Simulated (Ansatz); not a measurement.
Computed energy against volume: Si3N4 (space group P6_3/m)

Si3N4 (space group P6_3/m)

```cif
data_N8Si6
_chemical_formula_sum 'Si6 N8'
_space_group_name_H-M_alt 'P63/m'
_space_group_IT_number 176
_space_group_name_Hall '-P 6c'
_cell_length_a 7.66352
_cell_length_b 7.66352
_cell_length_c 2.92654
_cell_angle_alpha 90.000
_cell_angle_beta 90.000
_cell_angle_gamma 120.000
loop_
_atom_site_label
_atom_site_type_symbol
_atom_site_symmetry_multiplicity
_atom_site_Wyckoff_symbol
_atom_site_fract_x
_atom_site_fract_y
_atom_site_fract_z
_atom_site_occupancy
Si1 Si 6 h 0.40610 0.23108 0.25000 1
N1 N 2 d 0.66667 0.33333 0.25000 1
N2 N 6 h 0.03085 0.33000 0.25000 1
```

Equation-of-state scan: isotropic scaling of the cell above, V₀ being its volume. The atoms relax within the cell's symmetry.

These are PBE (plane waves to 420 eV, PAW, scalar-relativistic; Ansatz, an electronic-structure program) values and carry that method's errors. k mesh 4×4×9 (Γ-centred), Fermi-Dirac smearing 0.05 eV. Energies are smeared free energies. With the shape held, the modulus is that of even scaling; a crystal free to change shape is softer. Si3N4 was relaxed with its symmetry unable to fall. The zero of ΔE is the relaxed starting cell.

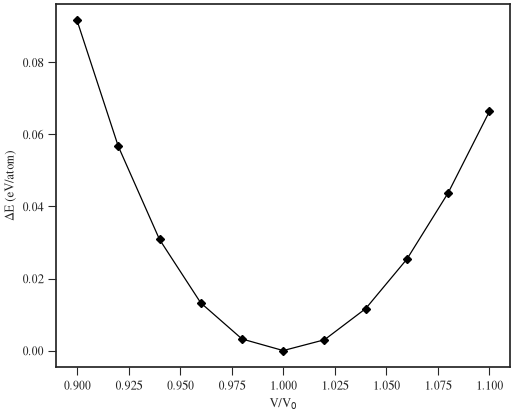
ΔE (eV/atom) against V/V₀; computed points joined by lines.

The bulk modulus at fixed cell shape B₀ (third-order Birch-Murnaghan fit) is 233 GPa. The pressure derivative B₀′ (fit) is 3.8. The energy cost of the largest compression is 91.6 meV/atom and the pressure at the smallest volume is 30.0 GPa. The energy cost of the largest expansion is 66.4 meV/atom.

Check by three points about V = 10.632 Å³/atom, step 0.213: d²E/dV² ≈ (3.2 − 2·0.0 + 3.0) meV / 0.213² = 0.137 eV/Å⁶, and V·d²E/dV² × 160.2 = 234 GPa.

(Under strain, the slope of the energy per volume gives the stress and its curvature an elastic modulus.)
